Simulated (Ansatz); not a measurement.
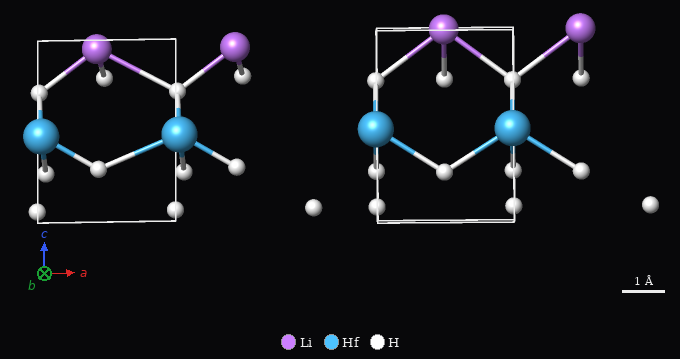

Two geometries of a crystal of LiHfH5 (built on the MgPPd5-123 type type), drawn at one scale. One is the start of a relaxation, the other its converged end. The picture is a ball-and-stick view of the cell of the calculation, repeated 2 × 1 × 1 with one cell outlined, seen along the b axis.

Theory: Ansatz, DFT, PBEsol, plane waves, PAW. Set-up: plane-wave cutoff 420 eV; k-point mesh 6 × 6 × 4; occupations fermi dirac; smearing width 0.05 eV; no spin polarisation; cell and atoms relaxed; force threshold 0.01 eV/Å; at most 120 steps.

Which of the two is the end point?

The right one is the relaxed one. Case: shaken. After 6 accepted moves (8 points after the start) the energy has fallen by 1.644 eV per cell of the calculation. The largest force component goes from 4.3 to 0.0043 eV/Å. The pressure goes from 14.79 to −0.01 GPa. At 2 points the geometry stayed and the basis and grid were re-selected for the new cell (energy shift of 4.5 meV per cell of the calculation at most each time). The Li atom moves most relative to the cell: 0.31 Å along [3 1 2]. Largest moves by element: Li 0.31 Å, H 0.31 Å, Hf 0.16 Å. The volume changes by +4.9 %, with a 3.354 → 3.318 Å (−1.1 %), b 3.308 → 3.318 Å (+0.3 %), c 4.419 → 4.670 Å (+5.7 %), α 92.1° → 90.0°, β 89.1° → 90.0°, γ 90.5° → 90.0°. Near-neighbour distances that change, for instance: H–Li 2.564 → 2.068 Å, Hf–Li 2.880 → 3.344 Å, H–Hf 1.607 → 1.966 Å, H–Li 2.403 → 2.067 Å. Bond angles that change, for instance: Hf–H–Hf 99.7° → 110.8°, Hf–H–Hf 126.2° → 115.1°, Hf–H–Hf 121.9° → 115.1°. The space group (tolerance 0.01 Å) goes from P1 (No. 1) to P4mm (No. 99). The run took 13 s on 4 threads of Intel(R) Xeon(R) Platinum 8488C (Sapphire Rapids) (shared host), peak memory 0.54 GiB.
